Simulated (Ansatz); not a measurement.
# KCl (Sylvite, Fm-3m): thermal expansion from first principles

Aim: the lattice, expansion, heat capacity and bulk modulus of KCl (Sylvite) as it warms.

Experimental results on record:
- volume expansion coefficient 111.3 1e-6/K and heat capacity C_P per formula unit 51.7 J/mol/K near room temperature (given in “High-Throughput Prediction of Finite-Temperature Properties using the Quasi-Harmonic Approximation”, 2016, arXiv:1603.06924)
- volume expansion coefficient 114.9 1e-6/K near room temperature (given in “Descriptors for thermal expansion in solids”, 2017, arXiv:1701.03966)

Main program and level: Ansatz 0.2.0; DFT LDA, scalar-relativistic, plane waves, PAW.

## 1. The structure

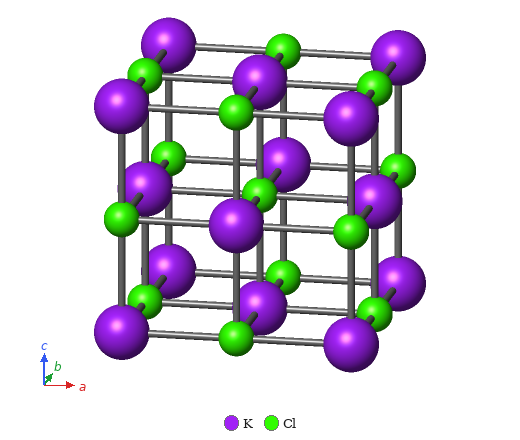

Start, viewed slightly off an axis; potassium purple, chlorine green. This picture shows the conventional cell, with its axes. Some periodic images of atoms are drawn too.

## 2. A first coarse run

Before spending time, one coarse run tells the gap and the pressure of the starting cell.

Input file input.yaml:

```yaml
crystal:
  lattice:
    - [0.0, 3.14647, 3.14647]
    - [3.14647, 0.0, 3.14647]
    - [3.14647, 3.14647, 0.0]
  atoms:
    - { symbol: K, position: [0.0, 0.0, 0.0] }
    - { symbol: Cl, position: [0.5, 0.5, 0.5] }
kpoints:
  mp_grid: { grid: [6, 6, 6] }
hamiltonian:
  xc: lda
scf:
  occupations: { method: gaussian, width: 0.1 }
output:
  forces: true
  stress: true
  eigenvalues: true
```

Launch:

```bash
> ansatz run input.yaml --threads 4 --pin off --max-ram 16384MiB --backend cpu --events-out ev --progress --plain --runs-dir out
```

Numbers of over 12 decimals in the logs are rounded to 6 here.

What it wrote:

```text
Engine: ansatz 0.2.0, aarch64-unknown-linux-gnu
Pseudopotentials: kind: paw
Pseudopotential: K, paw, valence charge 9, recommended cutoff 420 eV (normal), K.paw.azcp
Pseudopotential: Cl, paw, valence charge 7, recommended cutoff 420 eV (normal), Cl.paw.azcp
Functional definition: SPW92
  exchange = slater_x
  correlation = pw_c
Crystal: 2 atoms, lattice volume = 62.302 Å³
Basis set: ecut = 420 eV, 1243 PW (Γ)
Bands: 12, of which v1, the nominal top of the filled ones, is band 8 counted from 1 (7 counted from 0)
Symmetry: 48 space group operations
Space group: Fm-3m (ITA 225), of the structure as read, at distance tolerance 4.0e-5 Å
k-points: 16 of 216
Non-local potential: K, projectors of the file, l = 0: 3, l = 1: 2, l = 2: 2
Non-local potential: Cl, projectors of the file, l = 0: 2, l = 1: 2, l = 2: 2
PAW form: soft (Blöchl's): semilocal exchange-correlation on the pseudo side does not see the compensation charge
PAW frozen core: K, regenerated for the run's functional, and the local potential with it (the file was generated under x = pbe(κ = 0.804, μ = 0.219515), c = pbe(β = 0.066725))
PAW frozen core: Cl, regenerated for the run's functional, and the local potential with it (the file was generated under x = pbe(κ = 0.804, μ = 0.219515), c = pbe(β = 0.066725))
PAW one-centre angular grid: K, 110 points (default); XC on 64 Gauss nodes
PAW one-centre angular grid: Cl, 110 points (default); XC on 64 Gauss nodes
Initial density: superposition of atomic densities (neutral atoms: chi_scale 0, normalization atom), corrected by the library's trained network
Initial wavefunctions: pseudopotential atomic-orbital guess
Functional: x = slater, c = lda
SCF iter   1: F=—  HF=-2544.258324 eV  |F-HF|=—  |Δ(HF+E_count)|=         —  Δρ=6.14e-3  dr2=2.30e-2  ethr=1.77e-3  ⟨swp⟩=5.4  Hψ=1178  notcnv=0
preconditioner: auto → none  [insulator: Δε(μ)=4.622 eV  Ē_g=14.845 eV  σ=0.100 eV  W_gap=1.00  n_scr=14 (ndim 8)  ℏωp=17.6 eV  f_vac=0.081  D(μ)=0.00/eV (n_scr^D=0)  ε∞_Penn≈2.4]
SCF iter   2: F=—  HF=-2544.250398 eV  |F-HF|=—  |Δ(HF+E_count)|=   7.93e-3  Δρ=2.80e-3  dr2=2.13e-3  ethr=1.44e-4  ⟨swp⟩=2.2  Hψ=386  notcnv=0
SCF iter   3: F=—  HF=-2544.249746 eV  |F-HF|=—  |Δ(HF+E_count)|=   6.52e-4  Δρ=9.37e-4  dr2=3.14e-4  ethr=1.33e-5  ⟨swp⟩=2.3  Hψ=309  notcnv=0
SCF iter   4: F=—  HF=-2544.249649 eV  |F-HF|=—  |Δ(HF+E_count)|=   9.70e-5  Δρ=8.65e-5  dr2=3.86e-6  ethr=1.96e-6  ⟨swp⟩=2.2  Hψ=255  notcnv=0
SCF iter   5: F=—  HF=-2544.249649 eV  |F-HF|=—  |Δ(HF+E_count)|=   5.53e-8  Δρ=1.47e-5  dr2=3.34e-8  ethr=2.41e-8  ⟨swp⟩=2.8  Hψ=298  notcnv=0
SCF iter   6: F=-2544.249649 eV  HF=-2544.249649 eV  |F-HF|=3.82e-11  |Δ(HF+E_count)|=   9.01e-9  Δρ=8.98e-7  dr2=2.63e-10  ethr=2.09e-10  ⟨swp⟩=1.9  Hψ=643  notcnv=0
SCF 1 converged in 6 iterations: F = -2544.249649 eV  dr2 = 2.63e-10
  greatest PAW one-centre occupation: 0.985 electrons in one spin orbital (limit 2), on the K atom at site 0 (counted from 0), in its partial waves of l = 0
SCF converged after 6 iterations
Free energy (F): -2544.249649 eV
Harris-Foulkes:  -2544.249649 eV  (|F-HF|=3.82e-11)
Internal energy: -2544.249649 eV  (E = F + TS)
E sigma→0 (E₀):  -2544.249649 eV
Fermi energy:    2.959890 eV
--- Per-component energies (eV) ---
  E_band       = -134.551910
  E_kinetic    = 414.715583
  E_local      = -837.013784  (includes V_loc(G=0)·N_el)
  E_nonlocal   = 45.499935
  E_hartree    = 278.027148
  E_xc         = -238.994810
  E_vxc        = -285.129303  (∫ρ·V_xc dr)
  E_paw        = -1367.911162  (= ΣΔE_a)
  E_vpaw       = -28.678811  (= ΣTr[D̂ρ^β])
  E_aug_tail   = 0.000095  (compensation charges beyond the density's cutoff)
  E_ewald      = -839.020646
  E_core_change = 0.447992  (= ΣΔE_core)
  E_smearing   = -0.000000  (= −TS)
  E_closure    = 0.000000  (closes the sum)
  Σ components = -2544.249649   (vs F -2544.249649, Δ=0.00e0)
--- Forces (eV/Å), atoms counted from 1 ---
  atom   1  K     -0.00000000    -0.00000000    -0.00000000
  atom   2  Cl     0.00000000    -0.00000000    -0.00000000
  max |Σ_I F_I| component: 5.42e-30 eV/Å
--- Stress (GPa, compression-positive) ---
       -1.959901       0.000000      -0.000000
        0.000000      -1.959901       0.000000
        0.000000       0.000000      -1.959901
  P = ⅓ Tr σ = -1.9599 GPa (-19.599 kbar)
--- Band table (eV; the first three rows and the last of 16) ---
  k-point 0: bands = [... 4 lower, -9.9507, 0.5872, 0.5872, 0.5872, 5.3302, 8.6625, 8.6625, 8.6625]
  k-point 1: bands = [... 4 lower, -9.8851, 0.2438, 0.4957, 0.4957, 5.9868, 8.4661, 9.0096, 9.0096]
  k-point 2: bands = [... 4 lower, -9.7637, -0.3079, 0.3232, 0.3232, 7.2261, 8.5103, 9.9508, 9.9508]
  k-point 15: bands = [... 4 lower, -9.8966, -0.0203, 0.1370, 0.2064, 7.4866, 9.1483, 9.2925, 10.4674]
```

Wall time 0.82 s (4 threads of Arm Neoverse V2, shared host); peak memory 0.28 GiB; 1.4 s of CPU time.

The column dr2 measures how far the density is from self-consistency, as an energy; F and HF (Harris–Foulkes) agree once it is small.

Numbers from this step:

* pressure: -1.960 GPa
* gap on the k-mesh: 4.743 eV
* volume per atom: 31.15 Å³

The start is under -2.0 GPa at this level and looks like an insulator or semiconductor on this mesh.

## 3. Relaxation

The vibrations must be taken about the equilibrium of this functional, not about the starting cell, so the structure is relaxed.

input.yaml, the sections that differ from step 2:

```yaml
scf:
  occupations: { method: gaussian, width: 0.02 }
relax:
  adjacent_minimum: "off"
  f_tol: 0.005
  max_steps: 80
  cell: { stress_tol: 0.05 }
# crystal, kpoints, hamiltonian, output: as in step 2
```

What it wrote:

```text
[...]
Crystal: 2 atoms, lattice volume = 62.302 Å³
Basis set: ecut = 420 eV, 1243 PW (Γ)
Bands: 12, of which v1, the nominal top of the filled ones, is band 8 counted from 1 (7 counted from 0)
Symmetry: 48 space group operations
[...]
k-points: 16 of 216
[...]
SCF iter   1: F=—  HF=-2544.258325 eV  |F-HF|=—  |Δ(HF+E_count)|=         —  Δρ=6.14e-3  dr2=2.29e-2  ethr=1.77e-3  ⟨swp⟩=6.0  Hψ=1226  notcnv=0
[...]
SCF iter   6: F=-2544.249649 eV  HF=-2544.249649 eV  |F-HF|=1.57e-10  |Δ(HF+E_count)|=   1.00e-8  Δρ=1.13e-6  dr2=4.83e-10  ethr=1.86e-10  ⟨swp⟩=1.9  Hψ=613  notcnv=0
SCF 1 converged in 6 iterations: F = -2544.249649 eV  dr2 = 4.83e-10
[...]
relax step   1: F+E_penalty+E_count = -2544.24964890 eV  Δ(F+E_penalty+E_count) = +0.000e0 eV  max|allowed force component| = 3.497e-29 eV/Å  Δτ_max = 0.0000 Å  P = -1.960 GPa  Ω = 62.302 Å³  (6 SCF iters, dr2 threshold 1.00e-7 eV, accepted)
Crystal: 2 atoms, lattice volume = 58.814 Å³
Basis set: ecut = 420 eV, 1139 PW (Γ)
[...]
iter 1 solved again at ethr=1.74e-5 eV; its pass at ethr=3.10e-3 eV (dr2=2.78e-3 eV) is discarded
[...]
SCF iter   6: F=-2544.282822 eV  HF=-2544.282822 eV  |F-HF|=1.45e-9  |Δ(HF+E_count)|=   2.69e-8  Δρ=2.45e-6  dr2=3.75e-9  ethr=1.25e-9  ⟨swp⟩=5.0  Hψ=880  notcnv=0
SCF 2 converged in 6 iterations: F = -2544.282822 eV  dr2 = 3.75e-9
relax step   2: F+E_penalty+E_count = -2544.28282244 eV  Δ(F+E_penalty+E_count) = -3.317e-2 eV  max|allowed force component| = 4.700e-30 eV/Å  Δτ_max = 0.0000 Å  P = -1.022 GPa  Ω = 58.814 Å³  energy of the carried Pulay correction = +7.349e-5 eV  (6 SCF iters, dr2 threshold 2.00e-7 eV, accepted)
Crystal: 2 atoms, lattice volume = 55.433 Å³
Basis set: ecut = 420 eV, 1067 PW (Γ)
[...]
SCF iter   5: F=-2544.291432 eV  HF=-2544.291432 eV  |F-HF|=1.52e-8  |Δ(HF+E_count)|=   1.76e-7  Δρ=9.22e-6  dr2=2.64e-8  ethr=1.25e-9  ⟨swp⟩=5.1  Hψ=961  notcnv=0
SCF 3 converged in 5 iterations: F = -2544.291432 eV  dr2 = 2.64e-8
relax step   3: F+E_penalty+E_count = -2544.29143155 eV  Δ(F+E_penalty+E_count) = -8.609e-3 eV  max|allowed force component| = 4.733e-30 eV/Å  Δτ_max = 0.0000 Å  P = +0.293 GPa  Ω = 55.433 Å³  energy of the carried Pulay correction = +1.489e-4 eV  (5 SCF iters, dr2 threshold 2.00e-7 eV, accepted)
[...]
relax step   4: F+E_penalty+E_count = -2544.29200104 eV  Δ(F+E_penalty+E_count) = -5.695e-4 eV  max|allowed force component| = 2.314e-29 eV/Å  Δτ_max = 0.0000 Å  P = -0.028 GPa  Ω = 56.152 Å³  energy of the carried Pulay correction = +1.325e-4 eV  (4 SCF iters, dr2 threshold 2.00e-7 eV, accepted)
[...]
SCF iter   1: F=—  HF=-2544.291908 eV  |F-HF|=—  |Δ(HF+E_count)|=         —  Δρ=6.07e-5  dr2=2.78e-7  ethr=9.86e-7  ⟨swp⟩=2.7  Hψ=1668  notcnv=0
eigensolver tolerance schedule: the retry pair's looser diagonalisation over-reported the residual by 566.61 of it (diagonalisation noise at 0.22 of the residual, at the tolerance the schedule requests for it); recorded, not acted on — ethr = c·dr2/N_el stays at c = 1.0e-1
[...]
SCF iter   2: F=—  HF=-2544.291904 eV  |F-HF|=—  |Δ(HF+E_count)|=   4.50e-6  Δρ=2.94e-5  dr2=6.04e-8  ethr=1.74e-9  ⟨swp⟩=2.3  Hψ=300  notcnv=0
[...]
SCF iter   5: F=-2544.291904 eV  HF=-2544.291904 eV  |F-HF|=0.00e0  |Δ(HF+E_count)|=  4.55e-13  Δρ=1.10e-7  dr2=1.94e-12  ethr=1.00e-12  ⟨swp⟩=5.0  Hψ=704  notcnv=0
SCF 5 converged in 5 iterations: F = -2544.291904 eV  dr2 = 1.94e-12
relax step   5: F+E_penalty+E_count = -2544.29190392 eV  Δ(F+E_penalty+E_count) = +9.712e-5 eV  max|allowed force component| = 1.880e-29 eV/Å  Δτ_max = 0.0000 Å  P = -0.029 GPa  Ω = 56.152 Å³  stress off target by 2.92e-2 GPa  SCF on the basis re-selected at this cell (its energy is not comparable with the rows above)  (5 SCF iters)
basis re-selected at this cell: Δ(F+E_penalty+E_count) = +9.712e-5 eV, ΔP = -0.001 GPa vs the last step (what re-selecting the basis moved, of the pressure what is left beyond the Pulay correction that the steps carried, after the strain that the cell walked since its last selection, with what the two solves' SCF thresholds leave and, on support functions, any second-order correction that the steps lacked; it is no m [...]
SCF converged after 5 iterations
Free energy (F): -2544.291904 eV
[...]
Internal energy: -2544.291904 eV  (E = F + TS)
E sigma→0 (E₀):  -2544.291904 eV
Fermi energy:    3.887608 eV
[...]
--- Stress (GPa, compression-positive) ---
       -0.029233      -0.000000      -0.000000
       -0.000000      -0.029233      -0.000000
       -0.000000      -0.000000      -0.029233
  P = ⅓ Tr σ = -0.0292 GPa (-0.292 kbar)
--- Band table (eV; the first three rows and the last of 16) ---
  k-point 0: bands = [... 4 lower, -8.9809, 1.3339, 1.3339, 1.3339, 6.4412, 9.4325, 9.4325, 9.4325]
  k-point 1: bands = [... 4 lower, -8.8952, 0.9277, 1.2149, 1.2149, 7.1593, 9.2606, 9.8177, 9.8177]
  k-point 2: bands = [... 4 lower, -8.7364, 0.2780, 0.9935, 0.9935, 8.3746, 9.4992, 10.8678, 10.8678]
  k-point 15: bands = [... 4 lower, -8.9115, 0.6656, 0.7942, 0.9122, 8.2297, 10.1952, 10.5416, 11.6524]
--- Relaxed structure (4 steps of the walk, 4 accepted, 1 SCFs on fresh bases) ---
  F+E_penalty+E_count = -2544.29190392 eV   max|allowed force component| = 1.880e-29 eV/Å   (the final SCF, on the basis selected at the relaxed cell)
  cell:  # Å, volume = 56.1521 Å³
    - [0, 3.039335, 3.039335]
    - [3.039335, 0, 3.039335]
    - [3.039335, 3.039335, 0]
  atoms:
    - { symbol: K, position: [0, 0, 0] }
    - { symbol: Cl, position: [0.500000, 0.500000, 0.500000] }
```

The job ended after 1.4 s (4 threads; peak memory 0.29 GiB).

Step by step:

```csv
step,energy less that of the first step (eV),largest force component (eV/Å),pressure (GPa),volume (Å³)
1,0.0000,0.0000,-1.96,62.30
2,-0.0332,0.0000,-1.02,58.81
3,-0.0418,0.0000,0.29,55.43
4,-0.0424,0.0000,-0.03,56.15
5*,-0.0423,0.0000,-0.03,56.15
```

Relaxation steps marked * repeat the geometry before them on a plane-wave basis chosen anew for their cell, so energy and pressure can jump there.

Forces are held to the 48 operations that the run works with; a distortion that breaks them can't arise in this run.

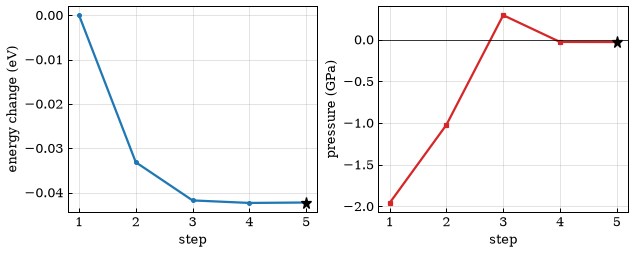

Energy and pressure along the relaxation. Stars mark steps on a basis chosen anew.

```
conventional cell, symmetrised  before  after  change
                         a (Å)   6.293  6.079  -3.4 %
                         b (Å)   6.293  6.079  -3.4 %
                         c (Å)   6.293  6.079  -3.4 %
              volume (Å³/atom)   31.15  28.08  -9.9 %
```

Final coordinates:

```
K Cl
1.0
     0.00000    3.03934    3.03934
     3.03934    0.00000    3.03934
     3.03934    3.03934    0.00000
K Cl
1 1
Direct
  0.00000 0.00000 0.00000
  0.50000 0.50000 0.50000
```

This step gave:

| Item | Value |
| --- | --- |
| pressure | -0.02923 GPa |
| gap on the k-mesh | 5.107 eV |
| volume per atom | 28.08 Å³ |

The relaxation ends with a pressure of -0.03 GPa.

## 4. A second relaxation

The relaxation is run once more from where the first one ended, as the script does after a large change of volume or of the gap, with mesh and occupations reviewed.

input.yaml, the sections that differ from step 3:

```yaml
crystal:
  lattice:
    - [0.0, 3.0393353159, 3.0393353159]
    - [3.0393353159, 0.0, 3.0393353159]
    - [3.0393353159, 3.0393353159, 0.0]
  atoms:
    - { symbol: K, position: [0.0, 0.0, 0.0] }
    - { symbol: Cl, position: [0.5, 0.5, 0.5] }
output:
  forces: true
  stress: true
  eigenvalues: true
  write_density: true
  write_potential: true
  elf: true
  volumetric_format: npy
# kpoints, hamiltonian, scf, relax: as in step 3
```

What it wrote:

```text
[...]
Crystal: 2 atoms, lattice volume = 56.152 Å³
Basis set: ecut = 420 eV, 1067 PW (Γ)
Bands: 12, of which v1, the nominal top of the filled ones, is band 8 counted from 1 (7 counted from 0)
Symmetry: 48 space group operations
[...]
k-points: 16 of 216
[...]
SCF iter   1: F=—  HF=-2544.300680 eV  |F-HF|=—  |Δ(HF+E_count)|=         —  Δρ=6.58e-3  dr2=2.33e-2  ethr=1.77e-3  ⟨swp⟩=6.3  Hψ=1255  notcnv=0
[...]
SCF iter   6: F=-2544.291904 eV  HF=-2544.291904 eV  |F-HF|=2.85e-10  |Δ(HF+E_count)|=   1.10e-8  Δρ=1.03e-6  dr2=4.78e-10  ethr=2.14e-10  ⟨swp⟩=4.9  Hψ=1001  notcnv=0
SCF 1 converged in 6 iterations: F = -2544.291904 eV  dr2 = 4.78e-10
[...]
relax step   1: F+E_penalty+E_count = -2544.29190392 eV  Δ(F+E_penalty+E_count) = +0.000e0 eV  max|allowed force component| = 7.987e-30 eV/Å  Δτ_max = 0.0000 Å  P = -0.029 GPa  Ω = 56.152 Å³  (6 SCF iters, dr2 threshold 1.00e-7 eV, accepted)
[...]
SCF iter   4: F=-2544.291904 eV  HF=-2544.291904 eV  |F-HF|=9.09e-13  |Δ(HF+E_count)|=  9.09e-12  Δρ=8.61e-8  dr2=1.81e-12  ethr=1.00e-12  ⟨swp⟩=5.1  Hψ=760  notcnv=0
SCF 2 converged in 4 iterations: F = -2544.291904 eV  dr2 = 1.81e-12
relax step   2: F+E_penalty+E_count = -2544.29190392 eV  Δ(F+E_penalty+E_count) = -1.346e-10 eV  max|allowed force component| = 6.525e-30 eV/Å  Δτ_max = 0.0000 Å  P = -0.029 GPa  Ω = 56.152 Å³  stress off target by 2.92e-2 GPa  SCF on the basis re-selected at this cell (its energy is not comparable with the rows above)  (4 SCF iters)
basis re-selected at this cell: Δ(F+E_penalty+E_count) = -1.346e-10 eV, ΔP = +0.000 GPa vs the last step (what re-selecting the basis moved, of the pressure what is left beyond the Pulay correction that the steps carried, after the strain that the cell walked since its last selection, with what the two solves' SCF thresholds leave and, on support functions, any second-order correction that the steps lacked; it is no  [...]
SCF converged after 4 iterations
Free energy (F): -2544.291904 eV
[...]
Internal energy: -2544.291904 eV  (E = F + TS)
E sigma→0 (E₀):  -2544.291904 eV
Fermi energy:    3.887608 eV
[...]
--- Stress (GPa, compression-positive) ---
       -0.029233      -0.000000      -0.000000
        0.000000      -0.029233       0.000000
        0.000000      -0.000000      -0.029233
  P = ⅓ Tr σ = -0.0292 GPa (-0.292 kbar)
--- Band table (eV; the first three rows and the last of 16) ---
  k-point 0: bands = [... 4 lower, -8.9809, 1.3339, 1.3339, 1.3339, 6.4412, 9.4325, 9.4325, 9.4325]
  k-point 1: bands = [... 4 lower, -8.8952, 0.9277, 1.2149, 1.2149, 7.1593, 9.2606, 9.8177, 9.8177]
  k-point 2: bands = [... 4 lower, -8.7364, 0.2780, 0.9935, 0.9935, 8.3746, 9.4992, 10.8678, 10.8678]
  k-point 15: bands = [... 4 lower, -8.9115, 0.6656, 0.7942, 0.9122, 8.2297, 10.1952, 10.5416, 11.6524]
--- Relaxed structure (1 steps of the walk, 1 accepted, 1 SCFs on fresh bases) ---
[...]
cell:  # Å, volume = 56.1521 Å³
    - [0.0, 3.0393353159, 3.0393353159]
    - [3.0393353159, 0.0, 3.0393353159]
    - [3.0393353159, 3.0393353159, 0.0]
  atoms:
    - { symbol: K, position: [0.0, 0.0, 0.0] }
    - { symbol: Cl, position: [0.5, 0.5, 0.5] }
```

Run time: 0.58 s. Hardware: 4 threads; peak memory 0.29 GiB; 1.6 s of CPU time.

Little changed from the start: no atom moved by 0.005 Å and no cell edge by 0.1 %.

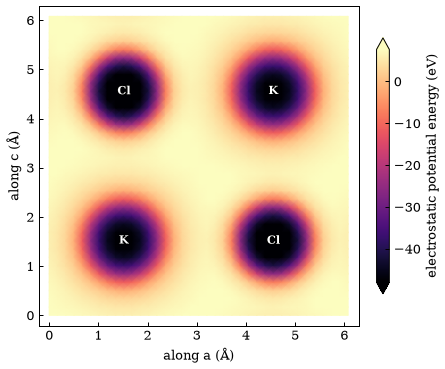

Electrostatic potential energy in the ac plane of the conventional cell at fractional y = 0.000, with atoms of K and Cl within 0.2 Å of it. With pseudopotentials it is smooth inside the atoms' cores, unlike the true potential. The map starts off the cell's origin, so that atoms lie inside it.

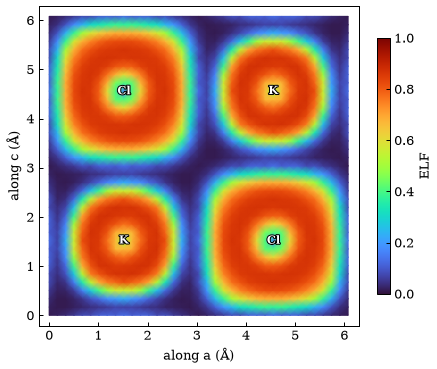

ELF in the ac plane of the conventional cell at fractional y = 0.000, with atoms of K and Cl within 0.2 Å of it. It is the smooth field of the valence electrons, not physical close to the nuclei. The map starts off the cell's origin, so that atoms lie inside it.

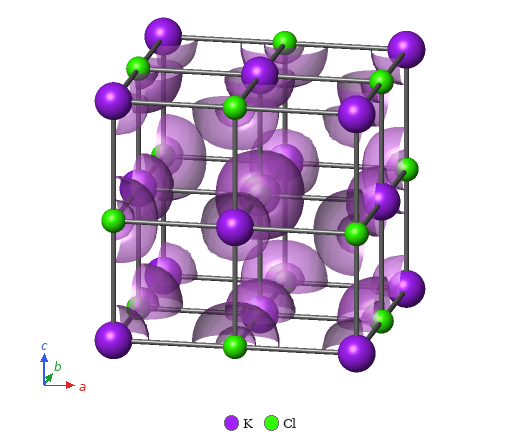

Surface of ELF = 0.79.

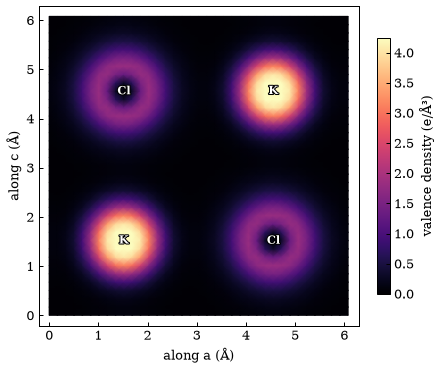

Valence density in the ac plane of the conventional cell at fractional y = 0.000, with atoms of K and Cl within 0.2 Å of it. It is the smooth field of the valence electrons, not physical close to the nuclei. The map starts off the cell's origin, so that atoms lie inside it.

## 5. Tight relaxation

The thresholds are tightened for a last relaxation ahead of the phonons, and where mesh or smearing change with them the cell follows.

input.yaml, the sections that differ from step 4:

```yaml
kpoints:
  mp_grid: { grid: [8, 8, 8] }
scf:
  occupations: { method: fixed }
output:
  forces: true
  stress: true
  eigenvalues: true
relax:
  adjacent_minimum: "off"
  f_tol: 0.001
  max_steps: 60
  cell: { stress_tol: 0.01 }
# crystal, hamiltonian: as in step 4
```

What it wrote:

```text
[...]
Crystal: 2 atoms, lattice volume = 56.152 Å³
Basis set: ecut = 420 eV, 1067 PW (Γ)
Bands: 12, of which v1, the nominal top of the filled ones, is band 8 counted from 1 (7 counted from 0)
Symmetry: 48 space group operations
[...]
k-points: 29 of 512
[...]
k-point 28: bands = [... 4 lower, -8.8526, 0.7086, 0.7826, 0.7826, 9.1542, 9.1542, 10.9023, 11.3846]
--- Relaxed structure (2 steps of the walk, 2 accepted, 1 SCFs on fresh bases) ---
[...]
cell:  # Å, volume = 56.1058 Å³
    - [0, 3.038501, 3.038501]
    - [3.038501, 0, 3.038501]
    - [3.038501, 3.038501, 0]
  atoms:
    - { symbol: K, position: [0, 0, 0] }
    - { symbol: Cl, position: [0.5, 0.5, 0.5] }
[key lines of the parts left out:]
SCF converged after 8 iterations
Free energy (F): -2544.291916 eV
Fermi energy:    1.340232 eV
P = ⅓ Tr σ = -0.0094 GPa (-0.094 kbar)
```

It took 1.1 s on 4 threads; peak memory 0.3 GiB; 3.5 s of CPU time.

Little changed from the start: no atom moved by 0.005 Å and no cell edge by 0.1 %.

This step gave:

```
pressure          : -0.009401 GPa
gap on the k-mesh : 5.110 eV
volume per atom   : 28.05 Å³
```

The residual pressure is -0.0094 GPa, small enough for phonons.

(Continued in part 2 of 4.)

[Logs are printed without paths, hosts, clocks, repeated set-up lines and the standing remarks that a program may print on its own settings, such as how far it seeks lower states.]

[Hosts, paths, dates, database ids (printed as entryN), source tags and the programs' standing remarks are cut or masked in the printed files.]

[A step with changed settings may run another functional than the one named; its input shows which.]
